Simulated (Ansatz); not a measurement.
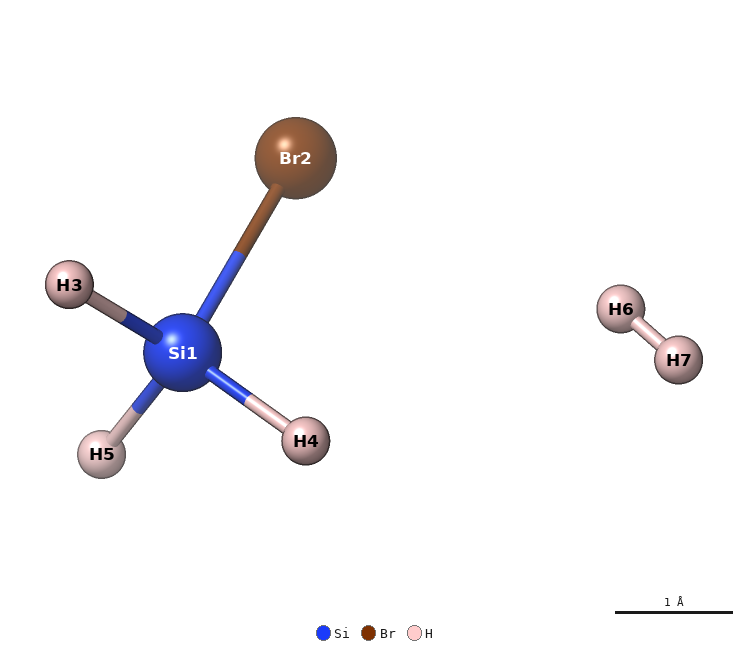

Orthographic view. Atoms fade into the background with distance from the viewer. The computed structure is the end point of a PBE0-D4/def2-TZVP optimisation.

List all interatomic distances (Å) as a matrix.

| atom | Si1 | Br2 | H3 | H4 | H5 | H6 | H7 |
| --- | --- | --- | --- | --- | --- | --- | --- |
| Si1 | 0.00 |  |  |  |  |  |  |
| Br2 | 2.22 | 0.00 |  |  |  |  |  |
| H3 | 1.48 | 3.03 | 0.00 |  |  |  |  |
| H4 | 1.48 | 3.03 | 2.43 | 0.00 |  |  |  |
| H5 | 1.48 | 3.03 | 2.43 | 2.43 | 0.00 |  |  |
| H6 | 3.76 | 3.27 | 4.81 | 3.00 | 4.72 | 0.00 |  |
| H7 | 4.26 | 3.99 | 5.28 | 3.28 | 5.18 | 0.75 | 0.00 |
